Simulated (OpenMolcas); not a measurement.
# GeSiH4O (SMILES [SiH3][O][GeH]) at 6 levels

Aim: a comparison of 6 runs (B3LYP/def2-SVP, BHLYP/def2-SVP, BLYP/def2-SVP, PBE/def2-SVP, SVWN5/def2-SVP, TPSS/def2-SVP) of GeSiH4O. 

Program for the calculation: OpenMolcas 26.06.

1 further run of the same task is left out (set aside as unsound or not needed).

## 1. The molecule

GeSiH4O: 7 atoms, total charge 0, spin state singlet. As SMILES, `[SiH3][O][GeH]`. The coordinates come from a PBE0-D4/def2-TZVP relaxation. This is one conformer, not always the lowest.

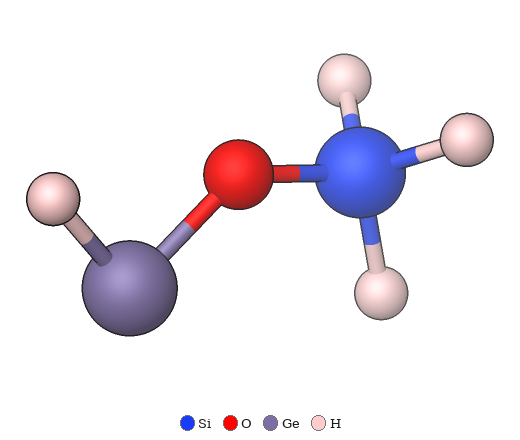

The structure, seen from a chosen angle (silicon blue, oxygen red, germanium purple, hydrogen pink).

## 2. Energy and forces at B3LYP/def2-SVP (run 1)

job.input

```
* GeH4OSi Kohn-Sham DFT

&GATEWAY
  BasLib=$CurrDir
  Coord
  7
  angstrom
  Si      -0.741700       0.650900      -0.296500
  O        0.533500      -0.139300       0.373700
  Ge       1.261400      -1.756200       0.134200
  H       -1.409200      -0.197600      -1.323800
  H       -0.260900       1.901300      -0.937500
  H       -1.722500       0.988100       0.766400
  H        2.400800      -1.515100       1.238000
  Basis=def2-SVP
  Group=NoSym

&SEWARD
  GridInput
  Grid=UltraFine
  End of Grid

&SCF
  KSDFT=B3LYP
  Thresholds=1e-10 1e-07 1e-07 1e-05
  PrOrbitals=1 1

&ALASKA
```

The basis set def2-SVP is read from a file made from the Basis Set Exchange's data (not shown).

Run with:

```console
$ export MOLCAS_MEM=1860
$ pymolcas job.input > job.log
```

Standard output:

```text
--- Start Module: gateway ---
[...]
--- Stop Module: gateway /rc=_RC_ALL_IS_WELL_ ---
[...]
      Basis functions           84
[...]
--- Start Module: scf ---
[...]
       Convergence after  14 Iterations
[...]
::    Total KS-DFT energy                           -2443.8029530708
[...]
      Total spin, S                                     0.0000000000
[...]
      Total electronic charge=   58.000000
      Total            charge=   -0.000000
[...]
      Dipole Moment (debye):
      Origin of the operator (angstrom)=    0.6564   -0.9240    0.0602
                   X= -6.4723E-02               Y= -7.1977E-01               Z= -4.3917E-01           Total=  8.4565E-01
      Quadrupole Moment (debye*angstrom):
[...]
--- Stop Module: scf /rc=_RC_ALL_IS_WELL_ ---
[...]
--- Start Module: alaska ---
[...]
 *              Molecular gradients               *
 **************************************************
  Irreducible representation: a
 ------------------------------------------------------------------------------------------
                              X                       Y                       Z
 ------------------------------------------------------------------------------------------
  SI1               1.16772896089596E-02   -8.66303274378133E-03    5.40090165953444E-03
  O2               -9.49667391765230E-03    3.08377640067015E-03   -6.49028818564368E-03
  GE3              -3.53396467909306E-03    6.97010759989070E-03    6.97383512207495E-04
  H4                1.36602347429227E-03    8.50336451946099E-04    1.62552719601949E-03
  H5               -4.60879615773457E-05   -1.96796624911055E-03    1.00030649768268E-03
  H6                1.73920183168752E-03   -8.61780806509449E-04   -1.08503031240481E-03
  H7               -1.70578835672330E-03    5.88559346990425E-04   -1.14880036737119E-03
 ------------------------------------------------------------------------------------------
--- Stop Module: alaska /rc=_RC_ALL_IS_WELL_ ---
[...]
```

Wall time 23 s (1 thread of Intel Xeon Platinum 8375C at 2.90GHz (Ice Lake), shared host); peak memory 0.47 GiB.

## 3. Energy and forces at BHLYP/def2-SVP (run 2)

calc.inp

```
&GATEWAY
BASLIB=$CurrDir
COORD
7
bohr
Si    -1.40160987     1.23002273    -0.56030380
O      1.00816889    -0.26323885     0.70619065
Ge     2.38370053    -3.31873702     0.25360125
H     -2.66300205    -0.37340988    -2.50161944
H     -0.49302955     3.59293628    -1.77161824
H     -3.25505325     1.86723838     1.44828610
H      4.53685448    -2.86312405     2.33948094
BASIS=def2-SVP
GROUP=NoSym
&SEWARD
GRIDINPUT
Grid=UltraFine
End of Grid
&SCF
KSDFT=HYB_GGA_XC_BHANDHLYP
THRESHOLDS=1e-10 1e-07 1e-07 1e-05
PRORBITALS=1
&ALASKA
```

The basis set def2-SVP is read from a file made from the Basis Set Exchange's data (not shown).

Run with:

```console
$ export MOLCAS_MEM=1860
$ pymolcas calc.inp > calc.log
```

Standard output:

```text
--- Start Module: gateway ---
[...]
--- Stop Module: gateway /rc=_RC_ALL_IS_WELL_ ---
[...]
      Basis functions           84
[...]
--- Start Module: scf ---
[...]
       Convergence after  14 Iterations
[...]
::    Total KS-DFT energy                           -2443.6746404132
[...]
      Total spin, S                                     0.0000000000
[...]
      Total electronic charge=   58.000000
      Total            charge=   -0.000000
[...]
      Dipole Moment (debye):
      Origin of the operator (angstrom)=    0.6564   -0.9240    0.0602
                   X=  1.2553E-02               Y= -8.6498E-01               Z= -4.5055E-01           Total=  9.7537E-01
      Quadrupole Moment (debye*angstrom):
[...]
--- Stop Module: scf /rc=_RC_ALL_IS_WELL_ ---
[...]
--- Start Module: alaska ---
[...]
 *              Molecular gradients               *
 **************************************************
  Irreducible representation: a
 ------------------------------------------------------------------------------------------
                              X                       Y                       Z
 ------------------------------------------------------------------------------------------
  SI1               6.01757264397129E-03   -6.56356581547257E-03    1.67483872063023E-03
  O2               -4.46919519780065E-03    7.78536932967100E-03    3.24116260228990E-04
  GE3              -3.44833198162497E-03   -3.33633462751948E-03   -4.72789198002310E-03
  H4               -7.99363805489506E-04   -1.13360731310808E-03   -1.29534129598508E-03
  H5                1.43233296150957E-03    1.47159022656762E-03   -5.20090153291797E-04
  H6               -7.10061149603369E-04    1.24277550307195E-04    1.97329825459969E-03
  H7                1.97704652896924E-03    1.65227064971107E-03    2.57107019380065E-03
 ------------------------------------------------------------------------------------------
--- Stop Module: alaska /rc=_RC_ALL_IS_WELL_ ---
[...]
```

Run time: 22 s. Hardware: 1 thread of Intel Xeon Platinum 8375C at 2.90GHz (Ice Lake), shared host; peak memory 0.47 GiB.

Runs 3 to 4 aren't shown in full; the table further down has their settings and results.

## 4. Energy and gradient at SVWN5/def2-SVP (run 5)

struct.xyz

```xyz
7

Si    -0.741700     0.650900    -0.296500
O      0.533500    -0.139300     0.373700
Ge     1.261400    -1.756200     0.134200
H     -1.409200    -0.197600    -1.323800
H     -0.260900     1.901300    -0.937500
H     -1.722500     0.988100     0.766400
H      2.400800    -1.515100     1.238000
```

calc.input

```
&GATEWAY
  BasLib=$CurrDir
  Coord=struct.xyz
  Basis=def2-SVP
  Group=NoSym

&SEWARD
  GridInput
  Grid=UltraFine
  End of Grid

&SCF
  KSDFT=SVWN5
  Thresholds=1e-10 1e-07 1e-07 1e-05
  PrOrbitals=1 1

&ALASKA
```

The basis set def2-SVP is read from a file made from the Basis Set Exchange's data (not shown).

Run with:

```console
$ export MOLCAS_MEM=1860
$ pymolcas calc.input > calc.log
```

Standard output:

```text
--- Start Module: gateway ---
[...]
--- Stop Module: gateway /rc=_RC_ALL_IS_WELL_ ---
[...]
      Basis functions           84
[...]
--- Start Module: scf ---
[...]
       Convergence after  17 Iterations
[...]
::    Total KS-DFT energy                           -2438.8527786755
[...]
      Total spin, S                                     0.0000000000
[...]
      Total electronic charge=   58.000000
      Total            charge=   -0.000000
[...]
      Dipole Moment (debye):
      Origin of the operator (angstrom)=    0.6564   -0.9240    0.0602
                   X= -1.1117E-01               Y= -4.8387E-01               Z= -3.5304E-01           Total=  6.0920E-01
      Quadrupole Moment (debye*angstrom):
[...]
--- Stop Module: scf /rc=_RC_ALL_IS_WELL_ ---
[...]
--- Start Module: alaska ---
[...]
 *              Molecular gradients               *
 **************************************************
  Irreducible representation: a
 ------------------------------------------------------------------------------------------
                              X                       Y                       Z
 ------------------------------------------------------------------------------------------
  SI1               6.68684986307255E-03   -3.23057020095163E-03    4.02708921706019E-03
  O2               -1.31493733982218E-02    7.80741133106488E-03   -7.09887264911302E-03
  GE3               2.65748707863800E-03   -1.96921221302659E-04    2.17560062268163E-03
  H4                3.46678229699693E-03    3.95192445894410E-03    5.08934542199357E-03
  H5               -2.14152754769548E-03   -5.91629426817075E-03    2.70831363972857E-03
  H6                4.41065529697182E-03   -1.83243693947510E-03   -4.93432109124203E-03
  H7               -1.93087358991928E-03   -5.83113160339210E-04   -1.96715516116663E-03
 ------------------------------------------------------------------------------------------
--- Stop Module: alaska /rc=_RC_ALL_IS_WELL_ ---
[...]
```

Run time: 18 s. Hardware: 1 thread of Intel Xeon Platinum 8375C at 2.90GHz (Ice Lake), shared host; peak memory 0.47 GiB.

## 5. Energy and forces at TPSS/def2-SVP (run 6)

mol.inp

```
* GeH4OSi Kohn-Sham DFT

&GATEWAY
 BASLIB
 $CurrDir
 COORD
 7
 bohr
 Si    -1.40160987     1.23002273    -0.56030380
 O      1.00816889    -0.26323885     0.70619065
 Ge     2.38370053    -3.31873702     0.25360125
 H     -2.66300205    -0.37340988    -2.50161944
 H     -0.49302955     3.59293628    -1.77161824
 H     -3.25505325     1.86723838     1.44828610
 H      4.53685448    -2.86312405     2.33948094
 BASIS
 def2-SVP
 GROUP
 NoSym

&SEWARD
 GRIDINPUT
 Grid=UltraFine
 End of Grid

&SCF
 KSDFT
 2
 1.0 MGGA_X_TPSS
 1.0 MGGA_C_TPSS
 THRESHOLDS
 1e-10 1e-07 1e-07 1e-05
 PRORBITALS
 0

&ALASKA
```

The basis set def2-SVP is read from a file made from the Basis Set Exchange's data (not shown).

Run with:

```console
$ export MOLCAS_MEM=1860
$ pymolcas mol.inp > mol.log
```

Standard output:

```text
--- Start Module: gateway ---
[...]
--- Stop Module: gateway /rc=_RC_ALL_IS_WELL_ ---
[...]
      Basis functions           84
[...]
--- Start Module: scf ---
[...]
       Convergence after  17 Iterations
[...]
::    Total KS-DFT energy                           -2443.7483940637
[...]
      Total spin, S                                     0.0000000000
[...]
      Total electronic charge=   58.000000
      Total            charge=   -0.000000
[...]
      Dipole Moment (debye):
      Origin of the operator (angstrom)=    0.6564   -0.9240    0.0602
                   X= -9.9934E-02               Y= -5.8402E-01               Z= -3.9685E-01           Total=  7.1314E-01
      Quadrupole Moment (debye*angstrom):
[...]
--- Stop Module: scf /rc=_RC_ALL_IS_WELL_ ---
[...]
--- Start Module: alaska ---
[...]
 *              Molecular gradients               *
 **************************************************
  Irreducible representation: a
 ------------------------------------------------------------------------------------------
                              X                       Y                       Z
 ------------------------------------------------------------------------------------------
  SI1               1.62241268941923E-02   -1.01342276076011E-02    8.50976103177192E-03
  O2               -1.31249541747143E-02    2.05386858245760E-03   -1.01476655327524E-02
  GE3              -4.11932978747664E-03    9.90097977212656E-03    1.76047172683180E-03
  H4                1.45919507865155E-03    5.29184974654040E-04    1.53349114143175E-03
  H5               -2.68407482155508E-04   -1.73081599416847E-03    7.09096271826137E-04
  H6                1.32344127421025E-03   -7.45610678749786E-04   -1.15091752959451E-03
  H7               -1.49407180274164E-03    1.26620951459100E-04   -1.21423710952318E-03
 ------------------------------------------------------------------------------------------
--- Stop Module: alaska /rc=_RC_ALL_IS_WELL_ ---
[...]
```

Wall time 34 s (1 thread of Intel Xeon Platinum 8375C at 2.90GHz (Ice Lake), shared host); peak memory 0.47 GiB.

## 6. The series

| run | level | energy (Eh) | dipole moment (D) | HOMO energy (eV) | LUMO energy (eV) | wall time |
| --- | --- | --- | --- | --- | --- | --- |
| 1 | B3LYP/def2-SVP | -2443.802953 | 0.85 | -6.58 | -2.67 | 23 s |
| 2 | BHLYP/def2-SVP | -2443.674640 | 0.98 | -7.79 | -1.58 | 22 s |
| 3 | BLYP/def2-SVP | -2443.769029 | 0.74 | -5.50 | -3.14 | 23 s |
| 4 | PBE/def2-SVP | -2443.175736 | 0.66 | -5.62 | -3.26 | 23 s |
| 5 | SVWN5/def2-SVP | -2438.852779 | 0.61 | -5.71 | -3.47 | 18 s |
| 6 | TPSS/def2-SVP | -2443.748394 | 0.71 | -5.79 | -3.20 | 34 s |

## 7. What came out

| quantity | value |
| --- | --- |
| run 6: total energy | -2443.74839 Eh |
| run 6: dipole moment | 0.71 D |
| run 6: HOMO energy | -5.79 eV |
| run 6: LUMO energy | -3.20 eV |
| run 6: HOMO–LUMO gap | 2.58 eV |
| run 6: largest force on an atom | 1.077 eV/Å |

What this shows: The dipole moment (its size) runs from 0.61 D (SVWN5/def2-SVP) to 0.98 D (BHLYP/def2-SVP). The HOMO–LUMO gap runs from 2.25 eV (SVWN5/def2-SVP) to 6.21 eV (BHLYP/def2-SVP). Totals of different functionals can't be ranked against each other. All runs together took 2.4 min, the longest 34 s.
